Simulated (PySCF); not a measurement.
# SiH2SCl (SMILES S[SiH]Cl) at 6 levels

Wanted: a comparison of 6 runs (U-r2SCAN/STO-3G, UB2PLYP/STO-3G, UB3LYP/STO-3G, UPBE0/STO-3G, USVWN5/STO-3G, NEVPT2(3,3)/STO-3G) of SiH2SCl. 

The calculation is run with PySCF 2.14.0.

2 further runs of the same task are left out: 2 set aside as unsound or not needed.

### Step 1. The molecule

SiH2SCl has 5 atoms, charge 0, and is taken as a doublet. As SMILES, `S[SiH]Cl`. One bond was lengthened or shortened from a relaxed shape.

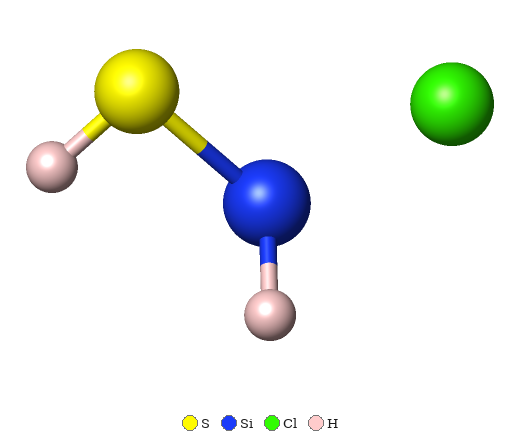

Viewed from a chosen angle; sulfur yellow, silicon blue, chlorine green, hydrogen pink.

### Step 2. The energy at U-r2SCAN/STO-3G (run 1)

File run.py:

```python
from pyscf import gto, dft

mol = gto.M(
    atom=[
    ('S', (-1.627626, -0.203496, -0.278788)),
    ('Si', (0.495374, -0.262296, -0.464788)),
    ('Cl', (1.324100, 1.826800, 0.545500)),
    ('H', (-1.771126, -1.425196, -0.824288)),
    ('H', (1.076674, -1.402096, 0.307412)),
],
    verbose=4,
    spin=1,
    max_memory=1860,
    basis='sto-3g',
    charge=0,
)

myscf = dft.UKS(mol)
myscf.xc = 'r2scan'
myscf.grids.level = 5
myscf.conv_tol = 1e-10
myscf.kernel()
if not myscf.converged:
    myscf = myscf.newton().run(myscf.mo_coeff, myscf.mo_occ)

etot = myscf.e_tot
print('E = %.10f Eh' % etot)
```

The run is started by

```bash
OMP_NUM_THREADS=1 python run.py
```

Log:

```text
PySCF version 2.14.0

[INPUT] num. atoms = 5
[INPUT] num. electrons = 49
[INPUT] charge = 0
[INPUT] spin (= nelec alpha-beta = 2S) = 1
[INPUT] symmetry False subgroup None
[INPUT] Mole.unit = angstrom
[INPUT] Symbol           X                Y                Z      unit          X                Y                Z       unit  Magmom
[INPUT]  1 S     -1.627626000000  -0.203496000000  -0.278788000000 AA   -3.075767373221  -0.384551707444  -0.526832966815 Bohr   0.0
[INPUT]  2 Si     0.495374000000  -0.262296000000  -0.464788000000 AA    0.936121189230  -0.495667603569  -0.878322025984 Bohr   0.0
[INPUT]  3 Cl     1.324100000000   1.826800000000   0.545500000000 AA    2.502186361537   3.452151684355   1.030845600950 Bohr   0.0
[INPUT]  4 H     -1.771126000000  -1.425196000000  -0.824288000000 AA   -3.346943072096  -2.693230113826  -1.557678567765 Bohr   0.0
[INPUT]  5 H      1.076674000000  -1.402096000000   0.307412000000 AA    2.034618985440  -2.649577440348   0.580924487405 Bohr   0.0

[... 44 lines left out ...]
WARN: HOMO -0.17933463317465 >= LUMO -0.179334633174652
[... 46 lines left out ...]
converged SCF energy = -1136.24628409042  <S^2> = 0.75263169  2S+1 = 2.00263
E = -1136.2462840904 Eh
```

It took 18 s on 1 thread of Arm Neoverse N1, shared host; peak memory 0.26 GiB.

### Step 3. A single-point energy at UB2PLYP/STO-3G (run 2)

File calc.py:

```python
from pyscf import gto, dft, mp

mol = gto.M(
    atom='''
S     -3.075767    -0.384552    -0.526833
Si     0.936121    -0.495668    -0.878322
Cl     2.502186     3.452152     1.030846
H     -3.346943    -2.693230    -1.557679
H      2.034619    -2.649577     0.580924
''',
    basis='sto-3g',
    max_memory=1860,
    unit='bohr',
    spin=1,
    verbose=3,
)

mf = dft.UKS(mol)
mf.xc = '0.53*HF + 0.47*B88, 0.73*LYP'
mf.grids.level = 5
mf.conv_tol = 1e-10
mf.kernel()
if not mf.converged:
    mf = mf.newton().run(mf.mo_coeff, mf.mo_occ)

pt = mp.MP2(mf, frozen=15).run()
e_tot = mf.e_tot + 0.27 * pt.e_corr
print('PT2 part  %.8f' % (0.27 * pt.e_corr))
print('E(%s) = %.9f' % ('B2PLYP', e_tot))
```

The run is started by

```bash
OMP_NUM_THREADS=1 python calc.py
```

Log:

```text
WARN: HOMO -0.152528298162084 >= LUMO -0.152528298162079

converged SCF energy = -1135.79158743291  <S^2> = 0.7549476  2S+1 = 2.0049415
E(UMP2) = -1135.8761777304  E_corr = -0.0845902974917435
E(SCS-UMP2) = -1135.88528364113  E_corr = -0.0936962082225982
PT2 part  -0.02283938
E(B2PLYP) = -1135.814426813
```

It took 13 s on 1 thread of Arm Neoverse N1, shared host; peak memory 0.25 GiB.

Runs 3 to 5 aren't shown in full; the table further down has their settings and results.

### Step 4. The energy at NEVPT2(3,3)/STO-3G (run 6)

File start.xyz:

```xyz
5
ClH2SSi
S     -1.627626    -0.203496    -0.278788
Si     0.495374    -0.262296    -0.464788
Cl     1.324100     1.826800     0.545500
H     -1.771126    -1.425196    -0.824288
H      1.076674    -1.402096     0.307412
```

File job.py:

```python
import numpy
from pyscf import gto, scf, mp, mcscf, mrpt

mol = gto.Mole()
mol.atom = 'start.xyz'
mol.verbose = 3
mol.max_memory = 1860
mol.charge = 0
mol.basis = 'sto-3g'
mol.spin = 1
mol.build()

calc0 = mol.ROHF()
calc0.conv_tol = 1e-10
calc0.kernel()
if not calc0.converged:
    calc0 = calc0.newton().run(calc0.mo_coeff, calc0.mo_occ)

pt = mp.MP2(scf.addons.convert_to_uhf(calc0)).run()
noons, natorbs = mcscf.addons.make_natural_orbitals(pt)
print('natural occupations', numpy.round(noons[:40], 4))
cas = mcscf.CASSCF(calc0, 3, 3)
cas.fix_spin_(ss=0.75)
cas.natorb = True
cas.kernel(natorbs)
e_pt2 = mrpt.NEVPT(cas).kernel()
energy = cas.e_tot + e_pt2
print('E(%s) = %.9f' % ('NEVPT2', energy))
```

The run is started by

```bash
OMP_NUM_THREADS=1 python job.py
```

Log:

```text
converged SCF energy = -1134.511197628
E(UMP2) = -1134.57386858288  E_corr = -0.062670954880614
E(SCS-UMP2) = -1134.5810396661  E_corr = -0.0698420380997923
natural occupations [2.     2.     2.     2.     2.     2.     2.     2.     2.     2.
 2.     2.     1.9998 1.9998 1.9998 1.9996 1.9994 1.999  1.9978 1.9953
 1.9894 1.9856 1.9828 1.9809 1.0039 0.021  0.0184 0.0148 0.0127]
CASSCF energy = -1134.52652889561
CASCI E = -1134.52652889561  E(CI) = -2.05791790299372  S^2 = 0.7500000
Sr    (-1)',   E = -0.00017386432191
Si    (+1)',   E = -0.00123608228651
Sijrs (0)  ,   E = -0.03319255621738
Sijr  (+1) ,   E = -0.00840218042264
Srsi  (-1) ,   E = -0.00296785720474
Srs   (-2) ,   E = -0.00032881750511
Sij   (+2) ,   E = -0.00161207041740
Sir   (0)' ,   E = -0.00455153123982
Nevpt2 Energy = -0.052464959615524
E(NEVPT2) = -1134.578993855
```

Run time: 1.8 s. Hardware: 1 thread of Arm Neoverse N1, shared host; peak memory 0.12 GiB.

### Step 5. Overview of the runs

```tsv
run	level	frozen core orbitals	integration grid	energy (Eh)	dipole moment (D) of the reference	HOMO energy (eV)	LUMO energy (eV)	wall time
1	U-r2SCAN/STO-3G	–	5	-1136.246284	4.90	-2.91	-1.31	18 s
2	UB2PLYP/STO-3G	15	5	-1135.814427	5.06	-5.12	0.68	13 s
3	UB3LYP/STO-3G	–	5	-1136.285663	4.84	-3.66	-0.94	13 s
4	UPBE0/STO-3G	–	5	-1135.906474	4.98	-3.95	-0.66	12 s
5	USVWN5/STO-3G	–	5	-1132.154052	4.89	-2.35	-1.48	6.6 s
6	NEVPT2(3,3)/STO-3G	–	–	-1134.578994	5.44	–	–	1.8 s
```

### Step 6. Results

```
                                   quantity           value
                        run 6: total energy  -1134.57899 Eh
run 6: dipole moment (Hartree–Fock density)          5.44 D
```

**Reading.** Over runs 1, 2, 3, 4, 5 the dipole moment (its size) runs from 4.84 D (UB3LYP/STO-3G) to 5.06 D (UB2PLYP/STO-3G). A double hybrid's value is that of its SCF part. Totals of different functionals can't be ranked against each other. In runs 1, 2, 3, 4, 5, 6 the basis is minimal, so the values are rough. All runs together took 65 s, the longest 18 s.
